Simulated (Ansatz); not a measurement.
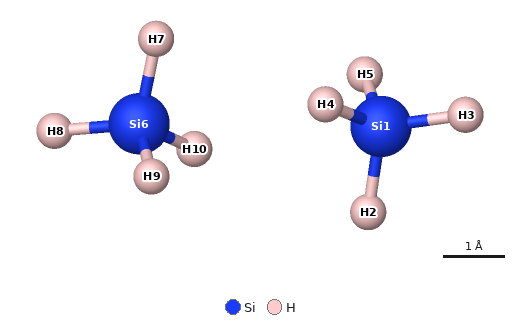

**Figure 1.** The input geometry (ball-and-stick view, seen at a tilt; atoms are numbered from 1 in the order of the input).

# Single-point calculation of Si2H8

- system: Si2H8
- method: RKS PBE0-D4/def2-TZVPPD (Ansatz 0.2.0)

The geometry is a complex of two molecules. The geometry comes from this level: PBE0-D4/def2-TZVP.

**The program's output**
```
Functional definition: PBE0
  name "PBE0"
  cite "Adamo & Barone, J. Chem. Phys. 110, 6158 (1999) doi:10.1063/1.478522"
  cite "Perdew, Burke & Ernzerhof, Phys. Rev. Lett. 77, 3865 (1996) doi:10.1103/PhysRevLett.77.3865"
  parent pbe
  parameter a = 0.25
  parameter kappa = 0.804
  parameter beta = 0.06672455060314922
  exchange = (1 - a)*pbe_x(kappa = kappa, mu = beta*pi^2/3) + a*exact_x
  correlation = pbe_c(beta = beta)
1116 factors; their error is unknown
mean field evaluation 1: about -15877.6857 eV, gradient 1.2e1 eV
mean field evaluation 2: about -15878.1009 eV, gradient 5.4e0 eV
mean field evaluation 4: about -15878.1859 eV, gradient 1.2e-1 eV
mean field evaluation 8: about -15878.2160 eV, gradient 3.5e-1 eV
mean field -15878.21614976 eV, -583.5136808622 hartree, gradient 7.5e-5 eV, S^2 0.000000; 0 other end points of the search recorded, 0 dependent functions left out
reference -15878.21618674 eV, -583.5136822213 hartree; 18, 18 occupied and 214, 214 virtual orbitals, 1116 factors
Total energy: -15878.33142039 eV, -583.5179169797 hartree
```

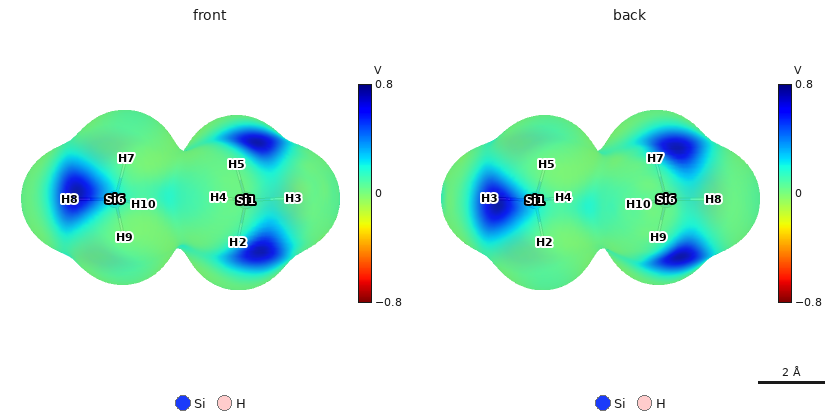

**Figure 2.** The electrostatic potential painted on the density surface at 0.001 e/bohr³, seen face on and from behind; the colour scale runs from red (negative) to blue (positive). A positive charge is drawn to the negative regions and a negative charge to the positive ones.

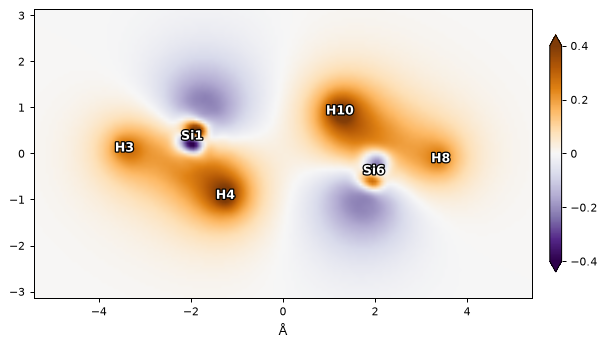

**Figure 3.** The HOMO−1 on the plane of atoms H3, Si1 and H4 (values in Å⁻³ᐟ²; the overall sign is arbitrary). It lies mainly on Si1 (20 %), Si6 (20 %), H4 (10 %) and H10 (10 %). Its energy is −9.73 eV.

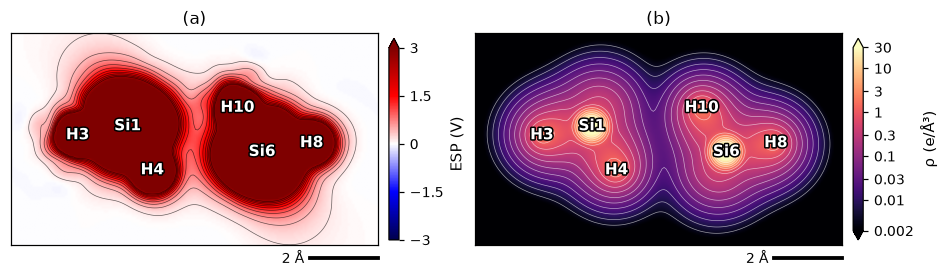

**Figure 4.** (a) molecular electrostatic potential; (b) total electron density on the plane of atoms H3, Si1 and H4. The plane passes through Si and H nuclei. Si–H (1.49 Å): ρ is about 0.81 e/Å³ halfway. The potential has no marked negative region in this plane.

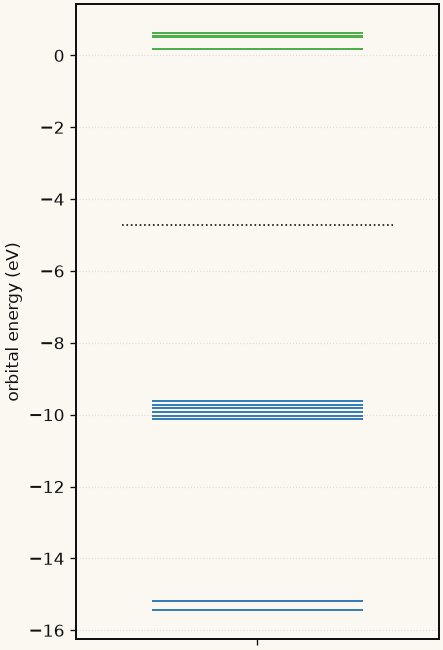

**Figure 5.** Orbital energies near the frontier; the dotted line parts filled from empty levels, and levels within 0.02 eV of each other stand side by side. Highest filled −9.61 eV, lowest empty 0.17 eV, 9.78 eV apart.

This output came from the following input.

**Input**
```yaml
crystal:
  periodic: [false, false, false]
  atoms:
    - {symbol: Si, position_ang: [0.023581, -0.166078, -2.003062]}
    - {symbol: H, position_ang: [-1.132625, 0.760125, -1.908218]}
    - {symbol: H, position_ang: [0.033448, -0.813634, -3.339679]}
    - {symbol: H, position_ang: [-0.093416, -1.210795, -0.953266]}
    - {symbol: H, position_ang: [1.285961, 0.590233, -1.808121]}
    - {symbol: Si, position_ang: [-0.023522, 0.166035, 2.003062]}
    - {symbol: H, position_ang: [1.121143, -0.764391, 1.837102]}
    - {symbol: H, position_ang: [0.044021, 0.802887, 3.343157]}
    - {symbol: H, position_ang: [-1.298473, -0.583063, 1.872636]}
    - {symbol: H, position_ang: [0.039680, 1.218580, 0.956390]}
basis:
  gaussian: {orbitals: "def2-TZVPPD.json"}
hamiltonian: {xc: pbe0, dispersion: d4}
output: {orbitals: {seedname: orbitals}}
```

Run as:
```bash
ansatz run in.yaml --threads 2 --pin off --events-out ev --progress --plain --max-ram 5222MiB
```

**Summary**

```csv
quantity,value
outcome,converged
total energy,−15878.3314 eV
mean-field energy,−15878.2162 eV
dispersion energy,−0.1152 eV
SCF solution under orbital rotations,stable
HOMO,−9.61 eV
LUMO,0.17 eV
hardware,"2 threads of Arm Neoverse V2, 23 GiB of memory available, shared host"
wall time,2.7 s (CPU time 5.2 s)
peak memory,0.43 GiB
```
